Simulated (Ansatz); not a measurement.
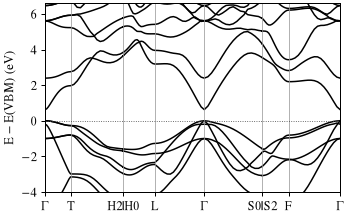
Band structure from PBEsol (plane waves, PAW; program Ansatz)

Q: Read off the gap and where the band edges lie.

A: About 0.6 eV (0.63 eV by a search for the band edges); maximum at Γ, minimum at Γ.

The material is ZnCdSe2 in space group R3m (No. 160; Zn on 3a, Cd on 3a, Se on 3a, Se on 3a).

The first step of the workflow began from a Materials Project structure, measured or hypothetical; the Crystallography Open Database copy checked does not list it. Its standing as an ambient phase is unchecked. The cell was relaxed with PBEsol under the symmetry of its start; whether a distortion lowers the energy is not shown. Scalar-relativistic: spin–orbit coupling is off unless named, which matters more the heavier the elements.

Potentials: the later of the program's two PAW sets.
